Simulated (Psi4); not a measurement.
## Run report: HO, geometry relaxation (part 3 of 3)

HO, multiplicity 2; PBE0/cc-pVQZ, UKS (Psi4 1.11). The geometry comes from this level: PBE0-D4/def2-TZVP.

Geometry of the input (Å):
```
O  0.4159  -0.1331  0.2145
H  -0.4159  0.1331  -0.2145
```

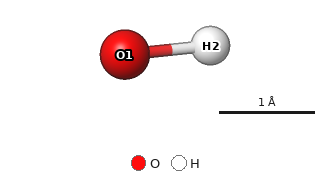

**Figure 1.** The input geometry (ball-and-stick view, seen at a tilt; atoms are numbered from 1 in the order of the input).

### Results in brief

- outcome: converged
- total energy: −75.689461 hartree
- basis functions: 85
- ⟨S²⟩: 0.753
- dipole moment: 1.68 D
- wall time: 28 s
- peak memory: 0.68 GiB
